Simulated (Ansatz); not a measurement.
FH$_{8}$N$_{4}$Ta···H$_{2}$S

```yaml
atoms:
  - { symbol: Ta, position_ang: [-0.0548, -0.0211, -0.0657] }
  - { symbol: N, position_ang: [2.0653, 0.0613, 0.0222] }
  - { symbol: H, position_ang: [2.5399, 0.3862, 0.8708] }
  - { symbol: H, position_ang: [2.7102, 0.0486, -0.7727] }
  - { symbol: F, position_ang: [0.1568, 0.2426, 1.8549] }
  - { symbol: N, position_ang: [0.2551, 0.0698, -2.0582] }
  - { symbol: H, position_ang: [-0.2246, -0.5373, -2.7318] }
  - { symbol: H, position_ang: [0.8956, 0.6885, -2.5695] }
  - { symbol: N, position_ang: [-1.1674, 1.6268, -0.0319] }
  - { symbol: H, position_ang: [-1.3414, 2.1372, 0.8416] }
  - { symbol: H, position_ang: [-1.4010, 2.2002, -0.8465] }
  - { symbol: N, position_ang: [-1.2825, -1.5784, -0.1769] }
  - { symbol: H, position_ang: [-2.3059, -1.5199, -0.1487] }
  - { symbol: H, position_ang: [-0.9580, -2.5517, -0.1005] }
  - { symbol: S, position_ang: [1.3644, -3.2835, 0.9781] }
  - { symbol: H, position_ang: [0.9966, -2.5974, 2.0997] }
  - { symbol: H, position_ang: [1.9720, -2.1495, 0.4483] }
```

Core potentials replace the inner electrons of Ta; not at a stationary point (largest force 1.1 eV/Å).

The calculation used Ansatz 0.2.0, RKS PBE/def2-SVP.

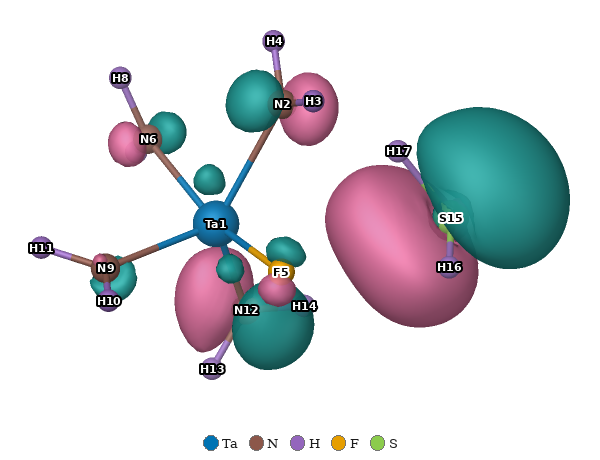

Figure 1. The HOMO−1 at ±0.1 Å⁻³ᐟ² (teal and pink are the two phases), seen at a tilt.

> What is the character of this orbital?

It lies mainly on S15 (about 70 %) and N12 (about 10 %); largely a lone pair of S15. Its energy is −5.78 eV.

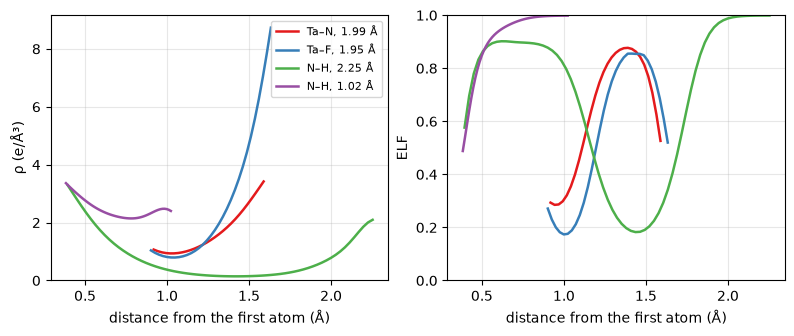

Figure 2. Electron density and ELF along straight lines between neighbouring atoms. The curves leave out the atomic cores.

> Compare the contacts.

Ta–N (1.99 Å): the density is about 0.95 e/Å³ at the midpoint; the ELF peaks at about 0.90 in the valence shell of N, 0.6 Å from its nucleus, and is about 0.30 at the midpoint.
Ta–F (1.95 Å): the density is about 0.84 e/Å³ at the midpoint; the ELF peaks at about 0.85 in the valence shell of F, 0.5 Å from its nucleus, and drops to about 0.15 between the two atoms.
N2···H17 (2.25 Å): the density falls to about 0.14 e/Å³ on the way; the ELF dips to about 0.20 between them.
N–H (1.02 Å): the density is about 2.7 e/Å³ at the midpoint; the ELF climbs to about 1 towards the hydrogen, as it does in any bond to H; a covalent bond by its length.

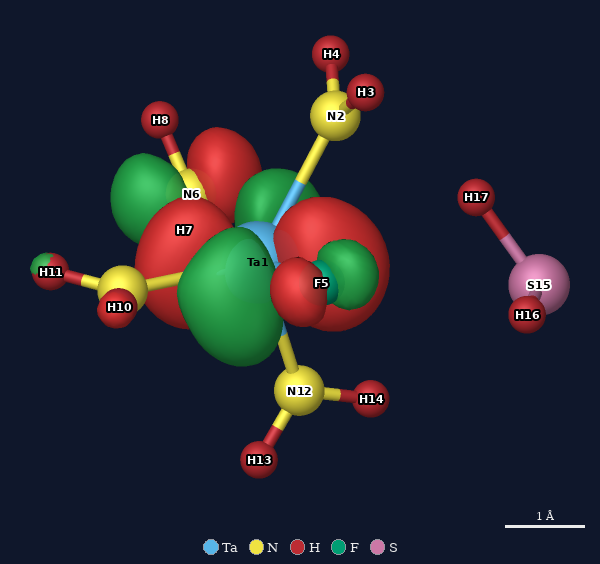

Figure 3. The LUMO at ±0.15 Å⁻³ᐟ² (green and red are the two phases), seen across its widest extent.

> Where does this orbital lie, and at what energy?

By Hirshfeld shares it lies mainly on Ta1 (about 65 %), N6 (about 15 %) and F5 (about 10 %). Its energy is −1.53 eV.
